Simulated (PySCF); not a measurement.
Input

```
{"job": {"kind": "uv", "xc": "wB97X-D", "basis": "def2-SVPD", "nstates": 8, "ntriplets": 3}, "charge": 0, "multiplicity": 1}
C     -1.086037    -2.455541    -0.468321
C     -0.660442    -1.202281    -0.466578
C     -1.403321    -0.030795    -1.026175
C     -1.876545     0.861638     0.119637
Ga     1.117948    -0.921249     0.469631
O      1.999513     0.540439     0.477841
C      2.737621     1.740694     0.509412
H     -2.022812    -2.764397    -0.912490
H     -0.491345    -3.238275    -0.007767
H     -0.726048     0.546689    -1.666228
H     -2.254814    -0.359856    -1.628250
H     -2.578534     0.324627     0.754854
H     -2.362498     1.757050    -0.260781
H     -1.017255     1.157924     0.728813
H      1.811400    -2.129761     1.200914
H      2.701717     2.174185     1.512231
H      2.322368     2.459233    -0.201841
H      3.780324     1.545995     0.246776
```

Run with:

```sh
OMP_NUM_THREADS=1 python probes_run.py task.json out
```

Geometry: GFN2-xTB.

The calculation used PySCF 2.14.0, wB97X-D/def2-SVPD, SCF density, gas phase.

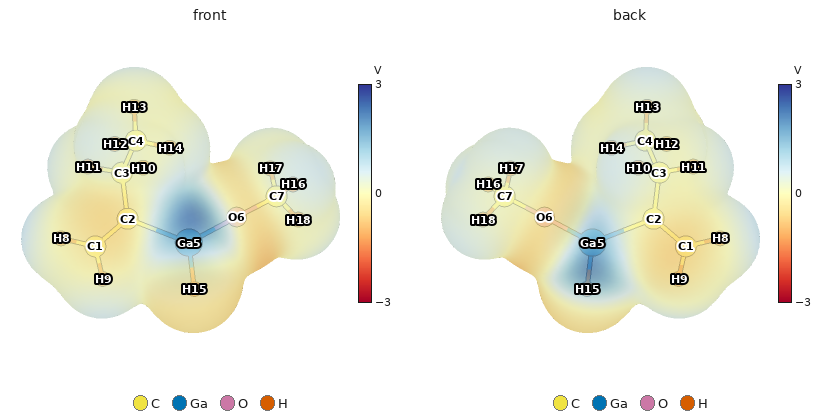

C5H11GaO. The molecular electrostatic potential painted on the density surface at 0.002 e/bohr³, seen from the front and from behind; the colour scale runs from red (negative) to blue (positive).

Which sites attract a positive test charge, and which a negative one?

Answer. A positive charge is drawn to the negative regions and a negative charge to the positive ones. The most negative region (about −0.8 V) lies over O6, the most positive (about +2.1 V) over Ga5.
